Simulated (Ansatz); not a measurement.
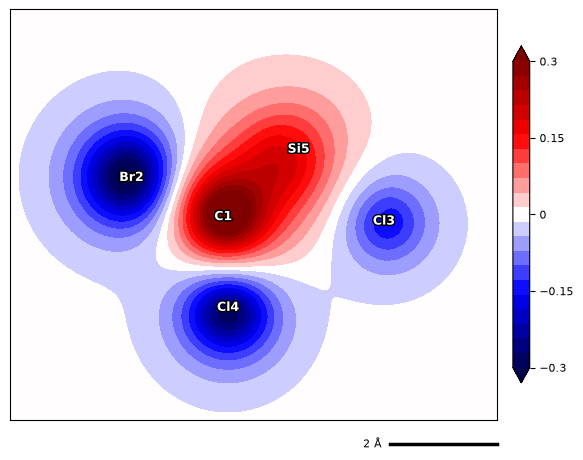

Figure. CBrCl2Si (doublet). The HOMO (α) on a plane 0.8 Å above the molecular plane (values in Å⁻³ᐟ²; the overall sign is arbitrary).

Geometry: PBE0-D3(BJ)/def2-SVP.

Method: Ansatz, isolated molecule in a Gaussian basis; Kohn-Sham density functional theory, functional PBE0.

```yaml
atoms:
  - { symbol: C, position_ang: [-1.2058, -0.5051, 0.1468] }
  - { symbol: Br, position_ang: [-1.2541, 0.0447, 1.9378] }
  - { symbol: Cl, position_ang: [-2.2315, -1.2180, -2.5907] }
  - { symbol: Cl, position_ang: [0.3299, -0.8725, -0.4785] }
  - { symbol: Si, position_ang: [-2.8907, -0.5703, -0.7082] }
```

Question: Where does this orbital lie, and at what energy?

Answer: Its weight (Hirshfeld) is mainly on C1 (about 35 %), Br2 (about 25 %), Cl4 (about 20 %) and Si5 (about 15 %); it changes sign across the molecular plane (π type); π-bonding across C1–Si5; π-antibonding (a node) across C1–Br2 and C1–Cl4. Its energy is −6.97 eV.
